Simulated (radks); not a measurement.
System: the neutral nickel atom, configuration [Ar] 3d9 4p1 (high spin). Method: non-relativistic Kohn-Sham, TPSS, spin-polarised, spherical densities, point nucleus; computed with the in-house radial solver radks.

Wanted: the number of electrons inside radius r (solid) and the radial density 4πr²ρ (dashed).

The count levels off at 28 electrons. Half of them lie within 0.577 bohr, 90 % within 1.56 bohr and 99 % within 5.43 bohr. The radial density has minima at 0.0829 and 0.401 bohr, where the count stands at 2.1 and 10.8; these part the shells that the density resolves.

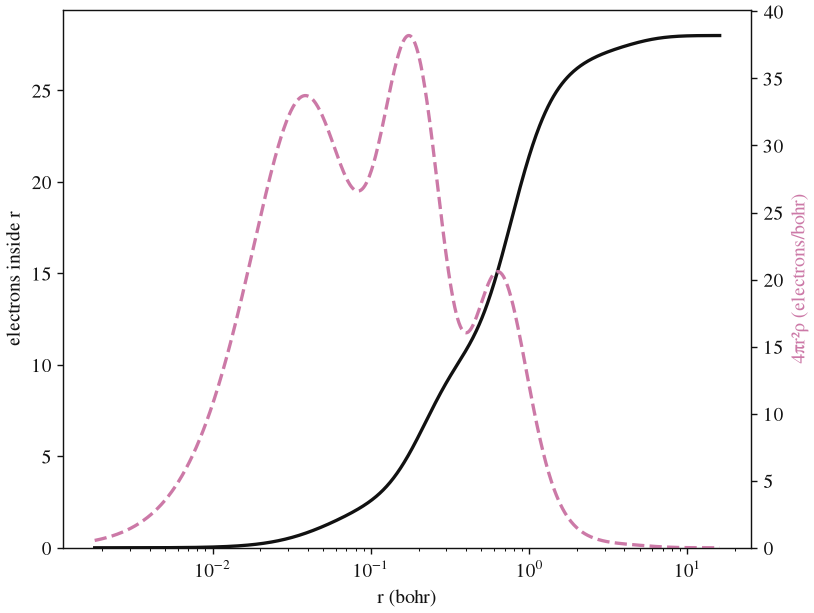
